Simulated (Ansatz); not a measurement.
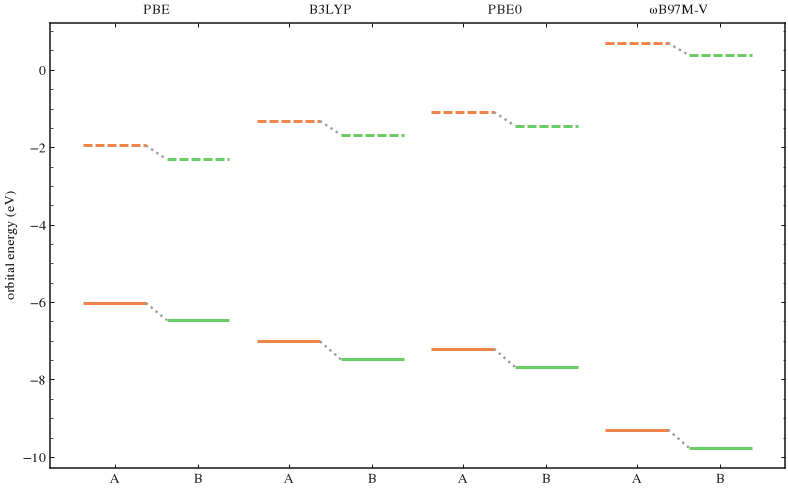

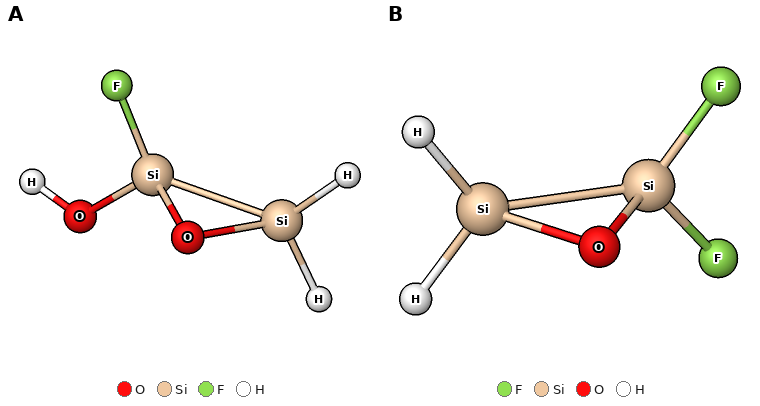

One change: A, Si₂H₃O₂F (SMILES O[Si@@]1(F)O[SiH2]1), becomes B, Si₂H₂OF₂ (SMILES F[Si]1(F)O[SiH2]1). OH on Si is replaced by F. HOMO (solid) and LUMO (dashed) computed in def2-TZVPP at PBE0-D4/def2-TZVP geometries, both minima by their frequencies, gas phase, the Ansatz code 0.2.0. Empty levels above zero depend strongly on the basis.

### What does the change do to HOMO and LUMO?

PBE: the HOMO falls by 0.44 eV, the LUMO falls by 0.36 eV, and the separation goes from 4.07 to 4.15 eV. B3LYP: the HOMO falls by 0.47 eV, the LUMO falls by 0.36 eV, and the separation goes from 5.70 to 5.81 eV. PBE0: the HOMO falls by 0.47 eV, the LUMO falls by 0.36 eV, and the separation goes from 6.12 to 6.23 eV. ωB97M-V: the HOMO falls by 0.47 eV, the LUMO falls by 0.32 eV, and the separation goes from 9.99 to 10.15 eV.

### Do the functionals agree on the effect?

They agree on the direction for both levels; the HOMO shift lies between −0.47 and −0.44 eV and the LUMO shift between −0.36 and −0.32 eV, while the separations themselves differ by up to 6.0 eV between functionals.
